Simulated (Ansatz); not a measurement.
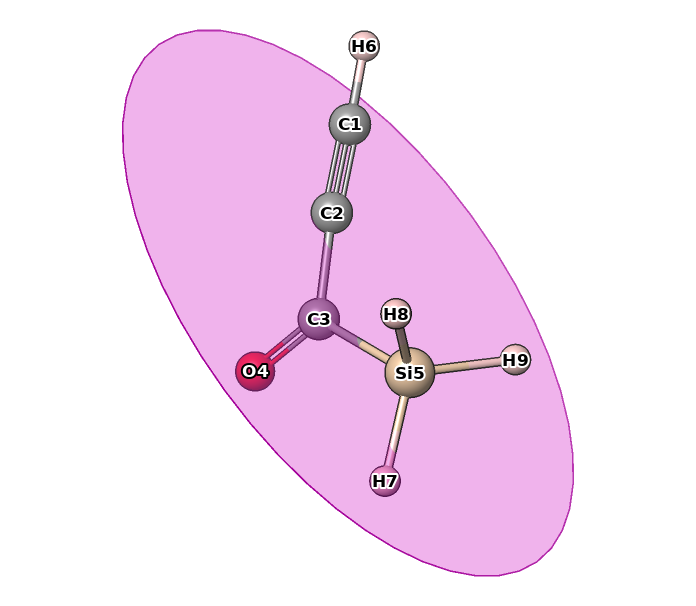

A disc through the centre of mass is drawn in. Atoms fade into the background with distance from the viewer. Computed geometry: PBE0-D4/def2-TZVP optimisation.

Is the plane of the disc a mirror plane of the structure?

Answer. No. The point group is Cs, with 1 mirror plane, and this plane isn't one of its mirror planes.
